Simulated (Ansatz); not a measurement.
Generalised stacking fault of LiF (rock salt) on the {110} plane. The cell below holds the perfect crystal with the plane normal along z; tilting its third vector by the shift puts one fault into each cell, between planes 1.44 Å apart, at fixed cell height.

```
CELL_PARAMETERS angstrom
      2.87642     0.00000     0.00000
      0.00000     4.06787     0.00000
      1.43821     2.03393     4.31462
ATOMIC_POSITIONS crystal
  F  0.00000 0.00000 0.83333
  F  0.33333 0.33333 0.16667
  F  0.66667 0.66667 0.50000
  Li 0.00000 0.50000 0.83333
  Li 0.33333 0.83333 0.16667
  Li 0.66667 0.16667 0.50000
```

In-plane vectors a = (2.876, 0.000) Å, b = (0.000, 4.068) Å, area 11.70 Å². The shift is x·a + y·b, and the map repeats with period 1 in x and y. The shift is rigid: no atom relaxes. γ = [E(shift) − E(0)] / area.

The numbers are results of PBE (plane waves to 420 eV, PAW, scalar-relativistic; Ansatz, a quantum-chemistry and plane-wave program), not measurements. k mesh 10×10×10 (Γ-centred), Fermi-Dirac smearing 0.05 eV. Energies are extrapolated to zero smearing. Points where atoms come too close for the PAW data are left out (x in tables, blank in figures). Faults lie only 4.3 Å apart, and holding the cell height and the atoms raises γ above its relaxed value. LiF was relaxed with its symmetry unable to fall. γ is measured from zero shift.

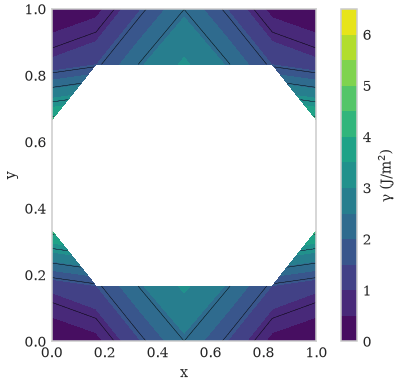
*γ (J/m²) over the 6×6 grid of computed points.*

The highest γ on the easiest grid path from zero shift to a (an upper estimate of the barrier on so coarse a grid) is 2.40 J/m². Lowest place on the grid: x = 0.000, y = 0.000 (0 mJ/m²). Local minima besides zero shift: no grid point is one.

(The slope of γ gives the shear force per area between the displaced halves; near zero shift its curvature is an elastic stiffness.)
